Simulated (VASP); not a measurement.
Band structure of ZnSe (zinc blende). Method: PBE GGA, VASP's PBE PAW potentials (set 64) (plane waves; VASP).

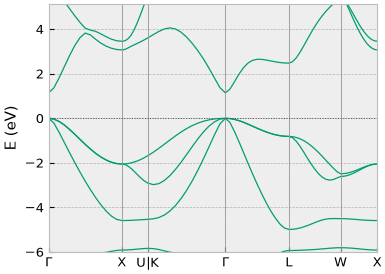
Fig. 1. Bands along high-symmetry lines, zero at the valence-band maximum or, without a gap, the Fermi level

**Question.** Read the plot: is there a gap, and where are the band edges?

**Answer.** The gap is direct, 1.14 eV, from the valence maximum at Γ to the conduction minimum at Γ. (Edges off the drawn lines would not show.)

Measured: gap 2.87 eV (computed value off by -1.73 eV), as given by Wei Chen et al., Physical Review Materials (2018), doi:10.1103/physrevmaterials.2.073803 [zero-point renormalisation of 0.05 eV added back (the table's ZPR column)].

The compound is ZnSe in the zinc blende structure. It was relaxed first.
